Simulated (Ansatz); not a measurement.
Geometry relaxation of WH$_{8}$O

System: WH$_{8}$O.
Method: RKS PBE-D4/def2-SVP (Ansatz 0.2.0).

It belongs to a series of runs on one base structure; here: end point A relaxed. Figures and captions count atoms from 1; the log counts them from 0 in places.

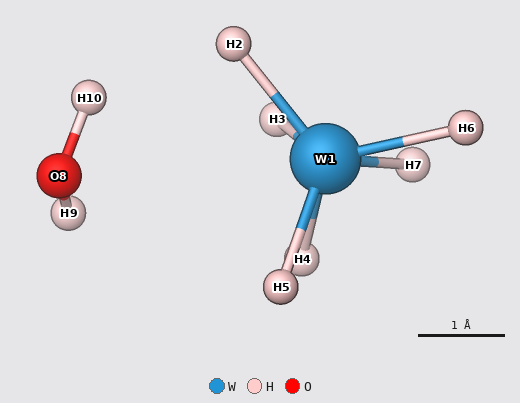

**Figure 1.** The input geometry (ball-and-stick view, seen at a tilt; atoms are numbered from 1 in the order of the input). Sticks mark near contacts. Bond lengths as drawn: H–O 0.98 to 0.99 Å and H–W 1.67 to 1.72 Å.

### Summary

| quantity | value |
| --- | --- |
| outcome | converged |
| total energy | −3997.3035 eV |
| mean-field energy | −3997.1298 eV |
| largest force (length of the vector) at the end | 0.040 eV/Å |
| hardware | 1 thread of Arm Neoverse V1, 24 GiB of memory available, shared host |
| wall time | 29 s |
| peak memory | 0.12 GiB |

### Input
```yaml
crystal:
  periodic: [false, false, false]
  atoms:
    - { symbol: W, position_ang: [-0.227861, -0.333952, 0.177118] }
    - { symbol: H, position_ang: [0.534571, -0.467531, 1.714027] }
    - { symbol: H, position_ang: [1.440035, -0.259117, 0.064347] }
    - { symbol: H, position_ang: [0.468739, 0.648346, -0.979225] }
    - { symbol: H, position_ang: [-1.128716, 1.080173, -0.155662] }
    - { symbol: H, position_ang: [-1.007676, -1.769981, -0.363167] }
    - { symbol: H, position_ang: [0.546686, -1.048967, -1.119078] }
    - { symbol: O, position_ang: [0.952532, 2.067171, 1.786547] }
    - { symbol: H, position_ang: [1.517524, 2.273006, 1.016629] }
    - { symbol: H, position_ang: [1.310665, 1.187053, 2.076864] }
basis:
  gaussian: { orbitals: def2-SVP }
hamiltonian:
  xc: pbe
  dispersion: d4
relax:
  f_tol: 0.03
  max_steps: 50
```

Run as:
```bash
ansatz run input.yaml --threads 1 --pin off --max-ram 2048MiB --backend cpu --events-out ev --progress --plain --runs-dir out
```

### What the program printed
```
The last accepted step is kept in [file] (removed where the run ends without a failure and the disk answers)
Engine: ansatz 0.2.0, aarch64-unknown-linux-gnu
Functional definition: PBE
  parameter kappa = 0.804
  parameter beta = 0.06672455060314922
  exchange = pbe_x(kappa = kappa, mu = beta*pi^2/3)
  correlation = pbe_c(beta = beta)
914 factors; their error is unknown
mean field evaluation 1: about -3991.0129 eV, gradient 5.4e1 eV
mean field evaluation 2: about -3951.7004 eV, gradient 1.3e2 eV
mean field evaluation 4: about -3995.0957 eV, gradient 2.6e1 eV
mean field evaluation 8: about -3996.8035 eV, gradient 1.2e-1 eV
mean field evaluation 16: about -3996.7679 eV, gradient 1.6e-3 eV
mean field -3996.76786044 eV, -146.8785097645 hartree, gradient 5.3e-5 eV, S^2 0.000000; 0 other end points of the search recorded, 0 dependent functions left out
the calculation of the forces begins
reference -3996.76791456 eV, -146.8785117536 hartree; 15, 15 occupied and 71, 71 virtual orbitals, 914 factors
relax step   1: F+E_penalty+E_count = -3996.93332680 eV  Δ(F+E_penalty+E_count) = +0.000e0 eV  max|allowed force component| = 8.129e-1 eV/Å  Δτ_max = 0.0000 Å  (28 SCF iters, accepted)
these checks for a lower state are left out or cut short: starts, cluster_reference, orbital_swaps, neighbouring_geometries, increment
914 factors; their error is unknown
mean field -3996.84800601 eV, -146.8814550601 hartree, gradient 2.6e-5 eV, S^2 0.000000; 0 other end points of the search recorded, 0 dependent functions left out
the calculation of the forces begins
reference -3996.84806023 eV, -146.8814570525 hartree; 15, 15 occupied and 71, 71 virtual orbitals, 914 factors
relax step   2: F+E_penalty+E_count = -3997.01697779 eV  Δ(F+E_penalty+E_count) = -8.365e-2 eV  max|allowed force component| = 1.191e0 eV/Å  Δτ_max = 0.1964 Å  (37 SCF iters, accepted)
these checks for a lower state are left out or cut short: starts, cluster_reference, orbital_swaps, neighbouring_geometries, increment
914 factors; their error is unknown
mean field evaluation 32: about -3996.9279 eV, gradient 7.5e-5 eV
mean field -3996.92786872 eV, -146.8843899604 hartree, gradient 2.5e-5 eV, S^2 0.000000; 0 other end points of the search recorded, 0 dependent functions left out
the calculation of the forces begins
reference -3996.92792379 eV, -146.8843919844 hartree; 15, 15 occupied and 71, 71 virtual orbitals, 914 factors
relax step   3: F+E_penalty+E_count = -3997.09990862 eV  Δ(F+E_penalty+E_count) = -8.293e-2 eV  max|allowed force component| = 1.635e0 eV/Å  Δτ_max = 0.1925 Å  (36 SCF iters, accepted)
these checks for a lower state are left out or cut short: starts, cluster_reference, orbital_swaps, neighbouring_geometries, increment
914 factors; their error is unknown
mean field -3997.01483582 eV, -146.8875859423 hartree, gradient 1.8e-5 eV, S^2 0.000000; 0 other end points of the search recorded, 0 dependent functions left out
the calculation of the forces begins
reference -3997.01489129 eV, -146.8875879810 hartree; 15, 15 occupied and 71, 71 virtual orbitals, 914 factors
relax step   4: F+E_penalty+E_count = -3997.18866335 eV  Δ(F+E_penalty+E_count) = -8.875e-2 eV  max|allowed force component| = 1.510e0 eV/Å  Δτ_max = 0.1941 Å  (29 SCF iters, accepted)
these checks for a lower state are left out or cut short: starts, cluster_reference, orbital_swaps, neighbouring_geometries, increment
914 factors; their error is unknown
mean field -3997.05748799 eV, -146.8891533806 hartree, gradient 1.3e-5 eV, S^2 0.000000; 0 other end points of the search recorded, 0 dependent functions left out
the calculation of the forces begins
reference -3997.05754320 eV, -146.8891554098 hartree; 15, 15 occupied and 71, 71 virtual orbitals, 914 factors
relax step   5: F+E_penalty+E_count = -3997.23172904 eV  Δ(F+E_penalty+E_count) = -4.307e-2 eV  max|allowed force component| = 1.343e0 eV/Å  Δτ_max = 0.1816 Å  (37 SCF iters, accepted)
these checks for a lower state are left out or cut short: starts, cluster_reference, orbital_swaps, neighbouring_geometries, increment
914 factors; their error is unknown
mean field -3997.11573391 eV, -146.8912938790 hartree, gradient 1.5e-5 eV, S^2 0.000000; 0 other end points of the search recorded, 0 dependent functions left out
the calculation of the forces begins
reference -3997.11578863 eV, -146.8912958897 hartree; 15, 15 occupied and 71, 71 virtual orbitals, 914 factors
relax step   6: F+E_penalty+E_count = -3997.29006302 eV  Δ(F+E_penalty+E_count) = -5.833e-2 eV  max|allowed force component| = 2.366e-1 eV/Å  Δτ_max = 0.2000 Å  (30 SCF iters, accepted)
these checks for a lower state are left out or cut short: starts, cluster_reference, orbital_swaps, neighbouring_geometries, increment
914 factors; their error is unknown
mean field evaluation 64: about -3997.1268 eV, gradient 1.5e-5 eV
mean field -3997.12682402 eV, -146.8917014328 hartree, gradient 1.5e-5 eV, S^2 0.000000; 0 other end points of the search recorded, 0 dependent functions left out
the calculation of the forces begins
reference -3997.12687863 eV, -146.8917034396 hartree; 15, 15 occupied and 71, 71 virtual orbitals, 914 factors
relax step   7: F+E_penalty+E_count = -3997.30091946 eV  Δ(F+E_penalty+E_count) = -1.086e-2 eV  max|allowed force component| = 8.961e-2 eV/Å  Δτ_max = 0.2000 Å  (28 SCF iters, accepted)
these checks for a lower state are left out or cut short: starts, cluster_reference, orbital_swaps, neighbouring_geometries, increment
914 factors; their error is unknown
mean field -3997.12874885 eV, -146.8917721689 hartree, gradient 5.5e-6 eV, S^2 0.000000; 0 other end points of the search recorded, 0 dependent functions left out
the calculation of the forces begins
reference -3997.12880372 eV, -146.8917741855 hartree; 15, 15 occupied and 71, 71 virtual orbitals, 914 factors
relax step   8: F+E_penalty+E_count = -3997.30259067 eV  Δ(F+E_penalty+E_count) = -1.671e-3 eV  max|allowed force component| = 6.386e-2 eV/Å  Δτ_max = 0.0539 Å  (31 SCF iters, accepted)
these checks for a lower state are left out or cut short: starts, cluster_reference, orbital_swaps, neighbouring_geometries, increment
914 factors; their error is unknown
mean field -3997.12973324 eV, -146.8918083448 hartree, gradient 1.2e-5 eV, S^2 0.000000; 0 other end points of the search recorded, 0 dependent functions left out
the calculation of the forces begins
reference -3997.12978802 eV, -146.8918103579 hartree; 15, 15 occupied and 71, 71 virtual orbitals, 914 factors
relax step   9: F+E_penalty+E_count = -3997.30342911 eV  Δ(F+E_penalty+E_count) = -8.384e-4 eV  max|allowed force component| = 2.971e-2 eV/Å  Δτ_max = 0.0131 Å  (30 SCF iters, accepted)
914 factors; their error is unknown
mean field evaluation 96: about -3997.1297 eV, gradient 1.8e-4 eV
```

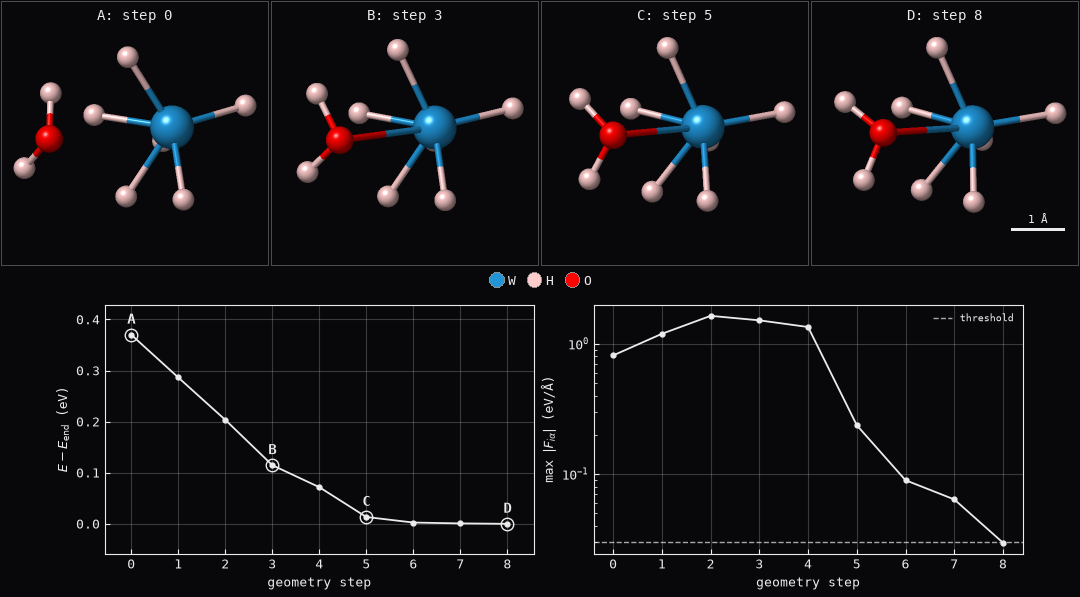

**Figure 2.** Frames of the relaxation (ball-and-stick view, seen at a tilt) above the curves, on which the letters mark them (the first geometry is step 0 here and step 1 in the log).

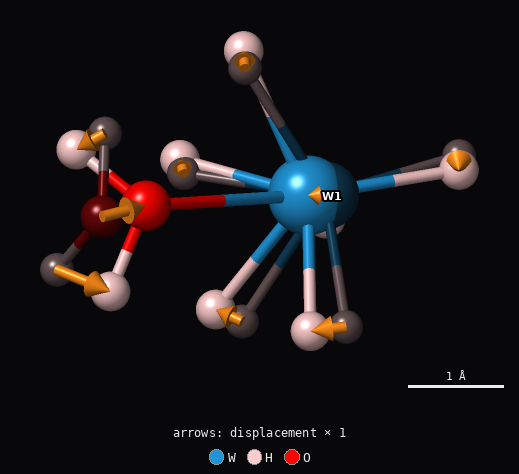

**Figure 3.** Start (faint) and end (solid) with the displacements as orange arrows, at true length (ball-and-stick view, seen at a tilt). The two geometries are laid on each other by the best rigid fit. After 8 geometry steps the energy has fallen by 0.370 eV. The largest force component goes from 0.81 to 0.03 eV/Å. The largest move after the best rigid fit is that of H9, 0.70 Å. By element the largest moves are H 0.70 Å, O 0.56 Å, W 0.19 Å. Among the contacts that change: W1–O8 3.122 → 2.408 Å, O8–H10 0.994 → 0.976 Å, W1–H6 1.721 → 1.735 Å, W1–H5 1.709 → 1.718 Å. New bonds form: W1–O8 (3.12 → 2.41 Å). Among the angles that change: H2–W1–H5 118.1° → 127.2°, H2–W1–H6 114.6° → 108.5°, H3–W1–H7 60.3° → 64.9°. (Atoms are counted from 1 in the order of the input.)

```
mean field -3997.12973324 eV, -146.8918083448 hartree, gradient 1.7e-5 eV, S^2 0.000000; 1 other end points of the search recorded, 0 dependent functions left out
the calculation of the forces begins
reference -3997.12978802 eV, -146.8918103579 hartree; 15, 15 occupied and 71, 71 virtual orbitals, 914 factors
Total energy: -3997.30348389 eV, -146.8981935633 hartree
Atom 0 at    -0.082016    -0.223245     0.239563 Å, force    -0.002278     0.026044     0.029708 eV/Å
Atom 1 at     0.651588    -0.686929     1.721801 Å, force     0.001969    -0.003284    -0.004317 eV/Å
Atom 2 at     1.576852    -0.420135     0.080975 Å, force     0.000687    -0.004746     0.000916 eV/Å
Atom 3 at     0.793127     0.633830    -0.907109 Å, force    -0.003032     0.001245    -0.005473 eV/Å
Atom 4 at    -0.816335     1.285303    -0.128256 Å, force     0.001584    -0.002165    -0.005360 eV/Å
Atom 5 at    -1.152268    -1.492293    -0.266157 Å, force     0.009334     0.005008    -0.000478 eV/Å
Atom 6 at     0.405414    -1.116693    -1.100323 Å, force     0.002090    -0.000981    -0.001919 eV/Å
Atom 7 at     0.671328     1.614673     1.599964 Å, force    -0.005366    -0.010402    -0.007842 eV/Å
Atom 8 at     0.806372     2.389028     1.020933 Å, force     0.001428    -0.009825     0.002186 eV/Å
Atom 9 at     1.552438     1.392662     1.957010 Å, force    -0.006416    -0.000894    -0.007421 eV/Å
Dipole moment:     0.231965     0.629554     0.486251 e Å
```

### Trajectory as extended XYZ (Å, eV, eV/Å), 9 frames, from step=1 to step=9
```
10
Properties=species:S:1:pos:R:3:forces:R:3 step=1 energy=-3996.93333
W    -0.2279   -0.3340    0.1771    0.1873   0.3727   0.2489
H     0.5346   -0.4675    1.7140   -0.0258  -0.1257  -0.0492
H     1.4400   -0.2591    0.0643    0.0249   0.0019   0.0517
H     0.4687    0.6483   -0.9792   -0.0201   0.0746   0.0005
H    -1.1287    1.0802   -0.1557    0.0305  -0.0241  -0.0183
H    -1.0077   -1.7700   -0.3632    0.0408   0.0464  -0.0008
H     0.5467   -1.0490   -1.1191   -0.0736  -0.0895  -0.0079
O     0.9525    2.0672    1.7865   -0.0110  -0.8129  -0.0541
H     1.5175    2.2730    1.0166    0.0092   0.0058  -0.0367
H     1.3107    1.1871    2.0769   -0.1623   0.5508  -0.1340
10
Properties=species:S:1:pos:R:3:forces:R:3 step=2 energy=-3997.01698
W    -0.2036   -0.2885    0.2049    0.0719  -0.0381  -0.0647
H     0.5453   -0.5006    1.7298    0.0637  -0.0696   0.0874
H     1.4629   -0.2448    0.0877    0.0748   0.0549  -0.0292
H     0.4719    0.6866   -0.9701    0.1160   0.0649   0.0341
H    -1.1188    1.1023   -0.1557    0.0141   0.1131   0.0257
H    -0.9848   -1.7258   -0.3483   -0.0586   0.0963   0.1046
H     0.5193   -1.0572   -1.0994   -0.0336   0.0509   0.0733
O     0.8409    1.9552    1.6700    1.1909  -1.0683  -0.2138
H     1.5229    2.2590    1.0115   -0.6868  -0.1155   0.3475
H     1.3505    1.1900    2.0880   -0.7524   0.9114  -0.3648
10
Properties=species:S:1:pos:R:3:forces:R:3 step=3 energy=-3997.09991
W    -0.1783   -0.2645    0.2193    0.2621   0.3463   0.1524
H     0.5688   -0.5204    1.7456    0.0112  -0.1614   0.0026
H     1.4891   -0.2185    0.0826    0.0456  -0.0622   0.0028
H     0.5226    0.7145   -0.9410    0.0406   0.0389  -0.0041
H    -1.0848    1.1417   -0.1298    0.0242   0.0206   0.0013
H    -1.0119   -1.6812   -0.3044   -0.0839  -0.0202   0.0132
H     0.5234   -1.0382   -1.0871   -0.0406  -0.0366  -0.0196
O     0.7616    1.8212    1.5569    1.6355  -0.8458   0.3710
H     1.4614    2.2231    0.9738   -0.7786  -0.1891   0.1946
H     1.3546    1.1985    2.1025   -1.1161   0.9094  -0.7141
10
Properties=species:S:1:pos:R:3:forces:R:3 step=4 energy=-3997.18866
W    -0.1321   -0.2331    0.2391   -0.0957   0.1030   0.2161
H     0.5988   -0.6117    1.7555    0.0301   0.0463  -0.0328
H     1.5376   -0.2456    0.0947    0.0409  -0.0159  -0.0343
H     0.5815    0.7522   -0.9113    0.1357   0.0131  -0.0122
H    -1.0176    1.1919   -0.1026    0.0385  -0.0055   0.0121
H    -1.0420   -1.6108   -0.2772   -0.0344  -0.0151  -0.0319
H     0.5063   -1.0325   -1.0839   -0.0114  -0.0354  -0.0644
O     0.6997    1.7649    1.5402    1.5105  -0.6312   0.2445
H     1.3139    2.1591    0.8650   -0.6204  -0.1452   0.3417
H     1.3603    1.2417    2.0992   -0.9939   0.6858  -0.6388
10
Properties=species:S:1:pos:R:3:forces:R:3 step=5 energy=-3997.23173
W    -0.1174   -0.2324    0.2448    0.1734   0.1264   0.2003
H     0.6183   -0.6276    1.7586   -0.0650  -0.0802  -0.1387
H     1.5548   -0.2943    0.0891   -0.0392  -0.0556   0.0027
H     0.6714    0.7357   -0.8813   -0.0027  -0.0480  -0.0045
H    -0.9576    1.2212   -0.0975    0.0266  -0.0090   0.0032
H    -1.0873   -1.5693   -0.2906   -0.0091   0.0141   0.0025
H     0.4682   -1.0536   -1.0948    0.0068  -0.0268  -0.0291
O     0.6754    1.6741    1.5596    1.3428   0.4697  -0.5355
H     1.1422    2.2154    0.8463   -0.7489  -0.6437   0.9310
H     1.4385    1.3069    2.0842   -0.6847   0.2531  -0.4318
10
Properties=species:S:1:pos:R:3:forces:R:3 step=6 energy=-3997.29006
W    -0.0960   -0.2236    0.2502   -0.0470   0.0282   0.0453
H     0.6323   -0.6674    1.7443    0.0009   0.0060  -0.0175
H     1.5690   -0.3629    0.0979    0.0172   0.0185  -0.0010
H     0.7353    0.6974   -0.8818    0.0199  -0.0223  -0.0001
H    -0.8876    1.2562   -0.0985    0.0098   0.0016  -0.0234
H    -1.1153   -1.5248   -0.2742   -0.0054  -0.0090  -0.0213
H     0.4487   -1.0707   -1.0948   -0.0156  -0.0225  -0.0031
O     0.6625    1.6571    1.5819    0.2366   0.0020  -0.0942
H     0.9709    2.2987    0.9074   -0.1267  -0.0535   0.1205
H     1.4867    1.3161    1.9859   -0.0896   0.0511  -0.0053
10
Properties=species:S:1:pos:R:3:forces:R:3 step=7 energy=-3997.30092
W    -0.0901   -0.2173    0.2469    0.0788  -0.0896  -0.0442
H     0.6310   -0.6799    1.7370   -0.0190  -0.0178  -0.0236
H     1.5728   -0.4016    0.1029   -0.0188  -0.0051   0.0026
H     0.7915    0.6597   -0.8841   -0.0278  -0.0369   0.0037
H    -0.8347    1.2831   -0.1291    0.0069   0.0317   0.0348
H    -1.1394   -1.4984   -0.2806    0.0042   0.0365   0.0254
H     0.4178   -1.1062   -1.0905    0.0047   0.0317   0.0185
O     0.6799    1.6105    1.6070    0.0136   0.0183  -0.0397
H     0.8025    2.3622    0.9945    0.0374  -0.0226   0.0601
H     1.5751    1.3641    1.9145   -0.0800   0.0538  -0.0375
10
Properties=species:S:1:pos:R:3:forces:R:3 step=8 energy=-3997.30259
W    -0.0787   -0.2220    0.2419   -0.0639   0.0227   0.0083
H     0.6561   -0.6898    1.7211    0.0144   0.0054   0.0153
H     1.5787   -0.4305    0.0861    0.0123   0.0297  -0.0153
H     0.7872    0.6353   -0.9119    0.0309  -0.0010   0.0196
H    -0.8108    1.2871   -0.1264   -0.0058  -0.0011  -0.0128
H    -1.1560   -1.4846   -0.2600    0.0039  -0.0253  -0.0213
H     0.4144   -1.1072   -1.0987   -0.0192  -0.0405  -0.0224
O     0.6669    1.6105    1.5945    0.0171   0.0153   0.0244
H     0.8012    2.3873    1.0189   -0.0032  -0.0024  -0.0056
H     1.5475    1.3902    1.9527    0.0134  -0.0027   0.0098
10
Properties=species:S:1:pos:R:3:forces:R:3 step=9 energy=-3997.30343
W    -0.0820   -0.2232    0.2396   -0.0023   0.0260   0.0297
H     0.6516   -0.6869    1.7218    0.0020  -0.0033  -0.0043
H     1.5769   -0.4201    0.0810    0.0007  -0.0047   0.0009
H     0.7931    0.6338   -0.9071   -0.0030   0.0012  -0.0055
H    -0.8163    1.2853   -0.1283    0.0016  -0.0022  -0.0054
H    -1.1523   -1.4923   -0.2662    0.0093   0.0050  -0.0005
H     0.4054   -1.1167   -1.1003    0.0021  -0.0010  -0.0019
O     0.6713    1.6147    1.6000   -0.0054  -0.0104  -0.0078
H     0.8064    2.3890    1.0209    0.0014  -0.0098   0.0022
H     1.5524    1.3927    1.9570   -0.0064  -0.0009  -0.0074
```
